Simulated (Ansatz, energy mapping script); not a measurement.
**ScNiO2 in the infinite layer structure: exchange couplings from total energies**

How strongly do the moments of ScNiO2 in the infinite layer structure couple under PBEsol+U (5.7 eV)? The plan is to run several orders and fit a Heisenberg model.

Calculated with Ansatz 0.2.0; PBEsol with U = 5.7 eV on Ni d, ortho-atomic projectors; plane waves, U on orthogonalised atomic orbitals unless named otherwise, collinear spin, no spin–orbit coupling.

### 1. The starting structure

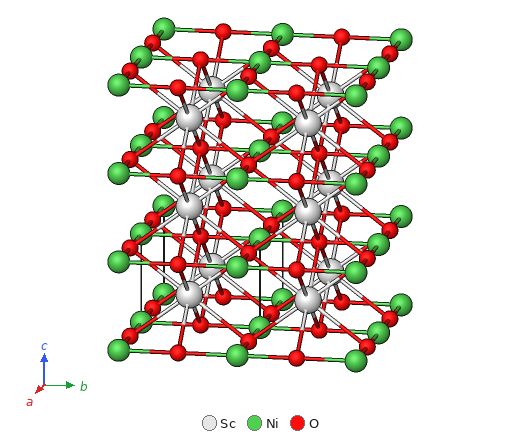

The cell as given, slightly off an axis (scandium white, nickel green, oxygen red). 2×2×3 cells are drawn. Some periodic images of atoms are drawn too.

As a file:

```cif
data_structure
_symmetry_space_group_name_H-M 'P 1'
_symmetry_Int_Tables_number 1
_cell_length_a 3.7682
_cell_length_b 3.7682
_cell_length_c 2.8391
_cell_angle_alpha 90.000
_cell_angle_beta 90.000
_cell_angle_gamma 90.000
_cell_volume 40.31
loop_
_atom_site_label
_atom_site_type_symbol
_atom_site_fract_x
_atom_site_fract_y
_atom_site_fract_z
_atom_site_occupancy
Sc1 Sc 0.50000 0.50000 0.50000 1
Ni2 Ni 0.00000 0.00000 0.00000 1
O3 O 0.50000 0.00000 0.00000 1
O4 O 0.00000 0.50000 0.00000 1
```

This cell was built for the study (infinite layer prototype, lattice guessed from radii), not taken from an experiment; the compound need not form in this structure.

The cell was relaxed beforehand in Ansatz under PBEsol with U = 5.4 eV on Ni d, ortho-atomic projectors, from parallel moments.

The U corrects the self-interaction that lets semilocal functionals spread d and f electrons too far. Its value here is typed, not computed.

### 2. Which atoms carry moments

One run in the crystal's own cell, under PBE with U = 6.3 eV on Ni d, ortho-atomic projectors, shows which elements keep a moment. Transition or f elements with 0.3 μB or more enter the spin model; moments induced on other atoms do not.

The input, input.yaml:

```yaml
crystal:
  lattice:
    - [3.768207841, 0.0, 0.0]
    - [0.0, 3.768207841, 0.0]
    - [0.0, 0.0, 2.839072002]
  atoms:
    - { symbol: Sc, position: [0.5, 0.5, 0.5] }
    - { symbol: Ni, position: [0.0, 0.0, 0.0], spin: 2.0 }
    - { symbol: O, position: [0.5, 0.0, 0.0] }
    - { symbol: O, position: [0.0, 0.5, 0.0] }
magnetization:
  spin_polarized: true
kpoints:
  mp_grid: { grid: [7, 7, 9] }
hamiltonian:
  xc: pbe
  hubbard:
    sites: [{ species: Ni, l: d, u_eff: 6.3 }]
    projectors: ortho-atomic
scf:
  occupations: { method: fermi_dirac, width: 0.05 }
output:
  eigenvalues: true
```

Run with:

```sh
ansatz run input.yaml --threads 4 --pin off --max-ram 8192MiB --backend cpu --events-out ev --progress --plain --runs-dir out
```

Numbers of over 12 decimals in the logs are rounded to 6 here.

What it wrote:

```text
Engine: ansatz 0.2.0, aarch64-unknown-linux-gnu
Pseudopotentials: kind: paw
Pseudopotential: Sc, paw, valence charge 11, recommended cutoff 420 eV (normal), Sc.paw.azcp
Pseudopotential: Ni, paw, valence charge 18, recommended cutoff 420 eV (normal), Ni.paw.azcp
Pseudopotential: O, paw, valence charge 6, recommended cutoff 420 eV (normal), O.paw.azcp
Functional definition: PBE
  parameter kappa = 0.804
  parameter beta = 0.066725
  exchange = pbe_x(kappa = kappa, mu = beta*pi^2/3)
  correlation = pbe_c(beta = beta)
Crystal: 4 atoms, lattice volume = 40.313 Å³
Basis set: ecut = 420 eV, 777 PW (Γ)
Bands: 26, of which v1, the nominal top of the filled ones, is band 21 counted from 1 (20 counted from 0)
Symmetry: 16 space group operations
Space group: P4/mmm (ITA 123), of the structure as read, at distance tolerance 3.4e-5 Å
Magnetic group: BNS 123.339 (UNI 999), of the structure as read, at distance tolerance 3.4e-5 Å
k-points: 50 of 441
Non-local potential: Sc, projectors of the file, l = 0: 3, l = 1: 2, l = 2: 3, l = 3: 1
Non-local potential: Ni, projectors of the file, l = 0: 3, l = 1: 2, l = 2: 3, l = 3: 1
Non-local potential: O, projectors of the file, l = 0: 2, l = 1: 2, l = 2: 1
PAW form: soft (Blöchl's): semilocal exchange-correlation on the pseudo side does not see the compensation charge
PAW one-centre angular grid: Sc, 590 points (default); XC on 64 Gauss nodes
PAW one-centre angular grid: Ni, 590 points (default); XC on 64 Gauss nodes
PAW one-centre angular grid: O, 110 points (default); XC on 64 Gauss nodes
Initial density: superposition of atomic densities (chi_scale 0.1, normalization cell, long waves kept (reshape's long-wave potential 0.00 eV rms))
Starting moments: Σ|m| = 2 μB on 1 of 4 sites
Initial wavefunctions: pseudopotential atomic-orbital guess
Functional: x = pbe(κ = 0.804, μ = 0.219515), c = pbe(β = 0.066725)
SCF iter   1: F=—  HF=-9112.874586 eV  |F-HF|=—  |Δ(HF+E_count)|=         —  Δρ=2.57e-1 (↑5.08e-2 ↓2.57e-1)  dr2=2.53e1  dr2_m=4.93e0  M=0.367 μB ∫|m|=0.454 μB  β_m=0.30  ethr=3.10e-3  ⟨swp⟩=4.6  Hψ=8934  notcnv=0
preconditioner: auto → Kerker (q_TF=auto, 2.736 Å⁻¹)  [metal: Δε(μ)=0.062 eV  Ē_g=14.255 eV  σ=0.050 eV  W_gap=0.28  n_scr=10 (ndim 8)  ℏωp=32.6 eV  f_vac=0.000  D(μ)=0.36/eV (n_scr^D=0)]
spin=Collinear: Kerker preconditioning applied to the charge; magnetization (m = ρ↑ − ρ↓) channel mixes plain (no charge-response kernel on spin).
SCF iter   2: F=—  HF=-9110.012554 eV  |F-HF|=—  |Δ(HF+E_count)|=    2.86e0  Δρ=7.61e-2 (↑4.33e-2 ↓7.61e-2)  dr2=1.32e0  dr2_m=9.91e-1  M=0.703 μB ∫|m|=0.874 μB  β_m=0.30  ethr=3.10e-3  ⟨swp⟩=3.0  Hψ=6393  notcnv=0  defer=88
[...]
SCF iter   8: F=—  HF=-9111.027482 eV  |F-HF|=—  |Δ(HF+E_count)|=   1.03e-1  Δρ=7.87e-3 (↑5.83e-3 ↓7.87e-3)  dr2=4.39e-2  dr2_m=1.18e-3  M=0.741 μB ∫|m|=0.882 μB  β_m=0.53  ethr=4.18e-5  ⟨swp⟩=2.6  Hψ=5440  notcnv=0  defer=75
SCF iter   9: F=—  HF=-9111.021104 eV  |F-HF|=—  |Δ(HF+E_count)|=   6.38e-3  Δρ=2.80e-3 (↑1.30e-3 ↓2.80e-3)  dr2=7.81e-4  dr2_m=1.31e-3  M=0.728 μB ∫|m|=0.881 μB  β_m=0.76  ethr=4.18e-5  ⟨swp⟩=2.1  Hψ=5506  notcnv=0  defer=71
[...]
SCF 1 converged in 16 iterations: F = -9111.022037 eV  dr2 = 6.45e-10
[...]
Symmetry: 1 space group operations
k-points: 221 of 441 (time reversal used)
[...]
spin=Collinear: Kerker preconditioning applied to the charge; magnetization (m = ρ↑ − ρ↓) channel mixes plain (no charge-response kernel on spin).
[...]
SCF 2 converged in 13 iterations: F = -9111.022037 eV  dr2 = 3.74e-9
an SCF from ferromagnetic starting moments (0.00, 2.00, 0.00, 0.00 Bohr magnetons, atom by atom) closed no lower than the state that the run had reached (-0.00 meV in free energy), which stands; the SCF set out from the atoms and, under a Hubbard term, can stand on another filling of the shells than the run's state, so that by this SCF it is not known whether that order lies lower
SCF converged after 16 iterations
Magnetization: 0.7310 μB (20.8655 up, 20.1345 down)
Absolute magnetization: 0.8697 μB (∫|ρ↑−ρ↓|, with the PAW one-centre terms)
Spin contamination: 0.0505 ħ² per cell (⟨S²⟩ above its minimum at these occupations)
Per-site moments (μB) at R_I (Å): [(-0.00290678, 0.973092), (0.738274, 0.777193), (-0.016356, 0.777193), (-0.016356, 0.777193)]
Free energy (F): -9111.022037 eV
Harris-Foulkes:  -9111.022037 eV  (|F-HF|=2.61e-9)
Internal energy: -9111.014733 eV  (E = F + TS)
E sigma→0 (E₀):  -9111.018385 eV
Entropy (-TS):   -0.007304 eV (-1.826 meV/atom)
Fermi energy:    14.565531 eV
--- Per-component energies (eV) ---
  E_band       = -431.972185
  E_kinetic    = 898.756660
  E_local      = -5371.165101  (includes V_loc(G=0)·N_el)
  E_nonlocal   = 824.900675
  E_hartree    = 2196.831279
  E_xc         = -338.163647
  E_vxc        = -428.925265  (∫ρ·V_xc dr)
  E_hubbard    = 1.627528  (on-site DFT+U / exact-exchange correction)
  E_vhub       = -24.350386  (the Hubbard potential's part of the band-sum identity)
  E_paw        = -2908.490883  (= ΣΔE_a)
  E_vpaw       = -724.858300  (= ΣTr[D̂ρ^β])
  E_aug_tail   = 0.005257  (compensation charges beyond the density's cutoff)
  E_ewald      = -4415.316500
  E_smearing   = -0.007304  (= −TS)
  E_closure    = -0.000000  (closes the sum)
  Σ components = -9111.022037   (vs F -9111.022037, Δ=0.00e0)
--- Band table (eV; the first three rows and the last of 100) ---
  k-point 0 ↑: bands = [... 17 lower, 11.0605, 11.0605, 11.1646, 11.7135, 13.5271, 16.2775, 16.5211, 16.8109, ... 1 higher]
  k-point 1 ↑: bands = [... 17 lower, 11.0609, 11.0789, 11.0789, 11.3436, 13.9575, 16.2899, 16.8944, 17.1263, ... 1 higher]
  k-point 2 ↑: bands = [... 17 lower, 11.0245, 11.0245, 11.2370, 11.4044, 15.0889, 16.3225, 17.6064, 17.6846, ... 1 higher]
  k-point 49 ↓: bands = [... 17 lower, 12.5090, 12.6896, 13.3969, 14.5377, 16.2022, 16.2881, 16.8496, 17.5192, ... 1 higher]
Occupation matrices written to <dir>
```

It took 27 s on 4 threads of Arm Neoverse V1, shared host; peak memory 0.81 GiB.

In the SCF lines HF is the Harris–Foulkes energy and dr2 the Hartree energy of the density residual, in eV; the loop may stop once dr2 is under the threshold and the program's other checks hold. Hψ counts applications of the Hamiltonian.

Spin moment in the sphere by atom:

```
atom  spin moment in the sphere (μB)
 Sc1                          -0.003
 Ni2                           0.738
  O3                          -0.016
  O4                          -0.016
```

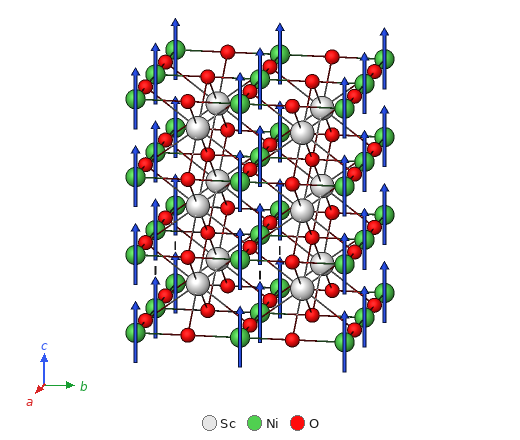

Spin moment in the sphere as arrows, the longest 0.738 μB. Up and down stand for the sign. Arrows give size and sign along the axis of quantisation, drawn up and down the page. 2×2×3 cells are drawn. Some periodic images of atoms are drawn too.

The run ends ferromagnetic; Ni carries the moments.

### 3. One set of occupation matrices for all orders

A corrected shell can settle in several orbital fillings. One parallel run, with an occupation width a fifth wider than the orders use, therefore is to supply the occupation matrices. All orders start from them.

input.yaml, the sections that differ from step 2:

```yaml
kpoints:
  mp_grid: { grid: [10, 10, 13] }
hamiltonian:
  xc: pbesol
  hubbard:
    sites: [{ species: Ni, l: d, u_eff: 5.7 }]
    projectors: ortho-atomic
scf:
  occupations: { method: fermi_dirac, width: 0.06 }
# crystal, magnetization, output: as in step 2
```

What it wrote:

```text
[...]
Crystal: 4 atoms, lattice volume = 40.313 Å³
Basis set: ecut = 420 eV, 777 PW (Γ)
Bands: 26, of which v1, the nominal top of the filled ones, is band 21 counted from 1 (20 counted from 0)
Symmetry: 16 space group operations
[...]
k-points: 147 of 1300
[...]
Starting moments: Σ|m| = 2 μB on 1 of 4 sites
[...]
SCF iter   1: F=—  HF=-9041.071394 eV  |F-HF|=—  |Δ(HF+E_count)|=         —  Δρ=2.54e-1 (↑5.40e-2 ↓2.54e-1)  dr2=2.51e1  dr2_m=4.89e0  M=0.390 μB ∫|m|=0.479 μB  β_m=0.30  ethr=3.10e-3  ⟨swp⟩=4.6  Hψ=26212  notcnv=0
[...]
SCF iter  16: F=-9039.036323 eV  HF=-9039.036323 eV  |F-HF|=6.18e-11  |Δ(HF+E_count)|=   1.38e-8  Δρ=1.53e-6 (↑1.36e-6 ↓1.53e-6)  dr2=7.77e-10  dr2_m=5.85e-10  M=0.737 μB ∫|m|=0.850 μB  ethr=1.29e-11  ⟨swp⟩=1.7  Hψ=21406  notcnv=0
SCF 1 converged in 16 iterations: F = -9039.036323 eV  dr2 = 7.77e-10
[...]
Symmetry: 1 space group operations
k-points: 652 of 1300 (time reversal used)
[...]
SCF 2 converged in 13 iterations: F = -9039.036323 eV  dr2 = 7.50e-10
[...]
SCF converged after 16 iterations
Magnetization: 0.7371 μB (20.8685 up, 20.1315 down)
Absolute magnetization: 0.8494 μB (∫|ρ↑−ρ↓|, with the PAW one-centre terms)
[...]
Per-site moments (μB) at R_I (Å): [(-0.00659784, 0.973092), (0.731165, 0.777193), (-0.0061104, 0.777193), (-0.0061104, 0.777193)]
Free energy (F): -9039.036323 eV
[...]
Internal energy: -9039.027027 eV  (E = F + TS)
E sigma→0 (E₀):  -9039.031675 eV
Entropy (-TS):   -0.009297 eV (-2.324 meV/atom)
Fermi energy:    14.407185 eV
[...]
--- Band table (eV; the first three rows and the last of 294) ---
  k-point 0 ↑: bands = [... 17 lower, 10.9970, 10.9970, 11.1551, 11.5726, 13.3749, 16.1730, 16.4105, 16.5972, ... 1 higher]
  k-point 1 ↑: bands = [... 17 lower, 11.0100, 11.0100, 11.1075, 11.3764, 13.5860, 16.1787, 16.6064, 16.7534, ... 1 higher]
  k-point 2 ↑: bands = [... 17 lower, 10.9835, 10.9835, 11.1210, 11.2359, 14.1763, 16.1951, 17.0630, 17.1657, ... 1 higher]
  k-point 146 ↓: bands = [... 17 lower, 12.7769, 12.7769, 13.1980, 14.0880, 15.9503, 15.9503, 16.5926, 17.4087, ... 1 higher]
Occupation matrices written to <dir>
```

Wall time 79 s (4 threads); peak memory 1.6 GiB; 5.1 min of CPU time.

Read from the output:

```yaml
final_state: ferromagnetic
electrons_in_the_corrected_shells: 8.759 e
largest_moment: 0.731 μB
```

### 4. Parallel start in cell A (8 atoms)

The parallel order is the zero of energy for this cell and mesh.

The input, input.yaml:

```yaml
crystal:
  lattice:
    - [3.768207841, 0.0, 0.0]
    - [0.0, 3.768207841, 0.0]
    - [0.0, 0.0, 5.678144004]
  atoms:
    - { symbol: Sc, position: [0.5, 0.5, 0.25] }
    - { symbol: Sc, position: [0.5, 0.5, 0.75] }
    - { symbol: Ni, position: [0.0, 0.0, 0.0], spin: 2.0 }
    - { symbol: Ni, position: [0.0, 0.0, 0.5], spin: 2.0 }
    - { symbol: O, position: [0.5, 0.0, 0.0] }
    - { symbol: O, position: [0.5, 0.0, 0.5] }
    - { symbol: O, position: [0.0, 0.5, 0.0] }
    - { symbol: O, position: [0.0, 0.5, 0.5] }
magnetization:
  spin_polarized: true
kpoints:
  mp_grid: { grid: [10, 10, 7] }
hamiltonian:
  xc: pbesol
  hubbard:
    sites:
      - { species: Ni, l: d, u_eff: 5.7 }
      - { site: 2, l: d, u_eff: 5.7, starting_ns: [{ spin: up, occupation_matrix: ni2_major }, { spin: down, occupation_matrix: ni2_minor }] }
      - { site: 3, l: d, u_eff: 5.7, starting_ns: [{ spin: up, occupation_matrix: ni2_major }, { spin: down, occupation_matrix: ni2_minor }] }
    projectors: ortho-atomic
    occupation_matrices:
      ni2_major:
        matrix:
          - [0.926, 0.0, 0.0, 0.0, 0.0]
          - [0.0, 0.979, 0.0, 0.0, 0.0]
          - [0.0, 0.0, 0.979, 0.0, 0.0]
          - [0.0, 0.0, 0.0, 0.879, 0.0]
          - [0.0, 0.0, 0.0, 0.0, 0.983]
      ni2_minor:
        matrix:
          - [0.9, 0.0, 0.0, 0.0, 0.0]
          - [0.0, 0.973, 0.0, 0.0, 0.0]
          - [0.0, 0.0, 0.973, 0.0, 0.0]
          - [0.0, 0.0, 0.0, 0.186, 0.0]
          - [0.0, 0.0, 0.0, 0.0, 0.979]
scf:
  occupations: { method: fermi_dirac, width: 0.05 }
output:
  eigenvalues: true
  write_density: true
  write_potential: true
  elf: true
  volumetric_format: npy
```

What it wrote:

```text
[...]
Crystal: 8 atoms, lattice volume = 80.626 Å³
Basis set: ecut = 420 eV, 1555 PW (Γ)
Bands: 52, of which v1, the nominal top of the filled ones, is band 41 counted from 1 (40 counted from 0)
Symmetry: 32 space group operations
[...]
k-points: 84 of 700
[...]
Starting moments: Σ|m| = 4 μB on 2 of 8 sites
[...]
SCF iter   1: F=—  HF=-18084.318670 eV  |F-HF|=—  |Δ(HF+E_count)|=         —  Δρ=2.22e-1 (↑4.94e-2 ↓2.22e-1)  dr2=3.86e1  dr2_m=7.08e0  M=1.343 μB ∫|m|=1.375 μB  β_m=0.30  ethr=3.10e-3  ⟨swp⟩=5.8  Hψ=27374  notcnv=0
[...]
SCF iter  15: F=-18078.069906 eV  HF=-18078.069906 eV  |F-HF|=4.04e-10  |Δ(HF+E_count)|=   2.03e-8  Δρ=1.22e-6 (↑1.22e-6 ↓9.01e-7)  dr2=9.84e-10  dr2_m=6.33e-10  M=1.485 μB ∫|m|=1.700 μB  ethr=1.22e-10  ⟨swp⟩=7.9  Hψ=22666  notcnv=0
SCF 1 converged in 15 iterations: F = -18078.069906 eV  dr2 = 9.84e-10
[...]
SCF converged after 15 iterations
Magnetization: 1.4853 μB (41.7427 up, 40.2573 down)
Absolute magnetization: 1.7004 μB (∫|ρ↑−ρ↓|, with the PAW one-centre terms)
[...]
Per-site moments (μB) at R_I (Å): [(-0.00561783, 0.973092), (-0.00561783, 0.973092), (0.734043, 0.777193), (0.734043, 0.777193), (-0.00575317, 0.777193), (-0.00575317, 0.777193), (-0.00575317, 0.777193), (-0.00575317, 0.777193)]
Free energy (F): -18078.069906 eV
[...]
Internal energy: -18078.056786 eV  (E = F + TS)
E sigma→0 (E₀):  -18078.063346 eV
Entropy (-TS):   -0.013120 eV (-1.640 meV/atom)
Fermi energy:    14.411919 eV
[...]
--- Specified on-site occupations, and those of the state reported ---
  electrons in the specified blocks: 17.5140 specified, 17.5170 found
  site 3 (l=d) ↓: largest change of an orbital's occupation 0.0013; electrons 4.0110 specified, 4.0105 found; spectral distance 0.0014
[...]
site 3 (l=d) ↑: largest change of an orbital's occupation 0.0009; electrons 4.7460 specified, 4.7480 found; spectral distance 0.0011
[...]
--- Band table (eV; the first three rows and the last of 168) ---
  k-point 0 ↑: bands = [... 37 lower, 10.9939, 11.1487, 11.2312, 11.5734, 12.2541, 13.3761, 16.1719, 16.2821, ... 7 higher]
  k-point 1 ↑: bands = [... 37 lower, 11.0078, 11.1122, 11.2299, 11.3977, 12.1778, 13.5588, 16.1769, 16.2761, ... 7 higher]
  k-point 2 ↑: bands = [... 37 lower, 10.9892, 11.0764, 11.2265, 11.2353, 11.9673, 14.0735, 16.1912, 16.2597, ... 7 higher]
  k-point 83 ↓: bands = [... 37 lower, 12.8813, 12.9526, 12.9526, 15.8465, 15.9929, 16.3709, 16.4958, 16.6382, ... 7 higher]
Occupation matrices written to <dir>
```

It took 20 s on 4 threads; peak memory 0.91 GiB; 79 s of CPU time.

Spin moment in the sphere by atom:

```
atom  spin moment in the sphere (μB)
 Sc1                          -0.006
 Sc2                          -0.006
 Ni3                           0.734
 Ni4                           0.734
  O5                          -0.006
  O6                          -0.006
  O7                          -0.006
  O8                          -0.006
```

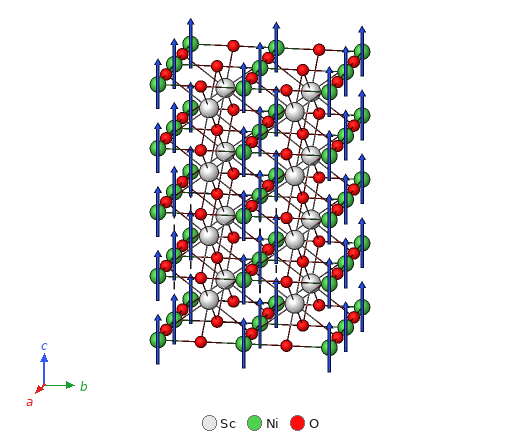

Spin moment in the sphere as arrows, the longest 0.734 μB. Up and down stand for the sign. Arrows give size and sign along the axis of quantisation, drawn up and down the page. 2×2×2 cells are drawn. Some periodic images of atoms are drawn too.

The run ends ferromagnetic.

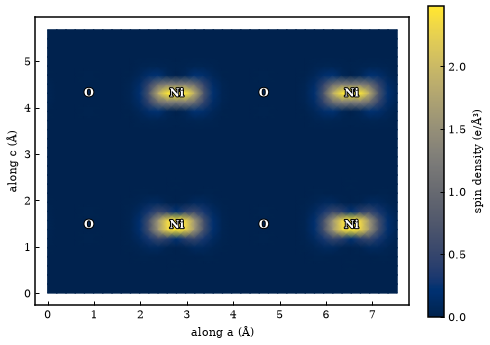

Spin density in the ac plane at fractional y = 0.000, with atoms of Ni and O within 0.2 Å of it. The map starts off the cell's origin, so that atoms lie inside it.

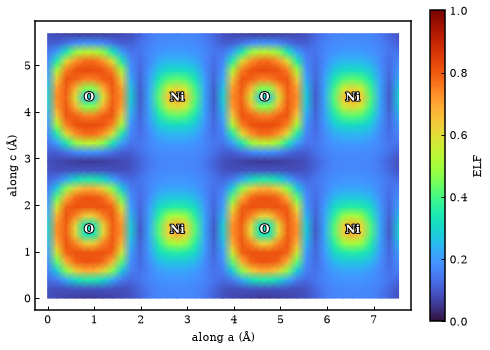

ELF in the ac plane at fractional y = 0.000, with atoms of Ni and O within 0.2 Å of it. It is the smooth field of the valence electrons, not physical close to the nuclei. The map starts off the cell's origin, so that atoms lie inside it.

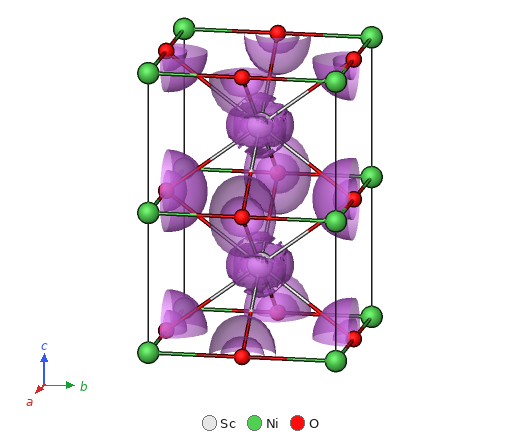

Surface of ELF = 0.75.

[end of part 1 of 3]

[Logs and program files are shortened in this print: banners, set-up blocks, solver, clock and traceback lines can be left out without a mark of their own.]

[Logs are printed without paths, hosts, clocks, repeated set-up lines and the standing remarks that a program may print on its own settings, such as how far it seeks lower states.]

[Hosts, paths, dates, database ids (printed as entryN), source tags and the programs' standing remarks are cut or masked in the printed files.]

[Where a cell is said to come from a database of computed structures, the database is the Materials Project.]
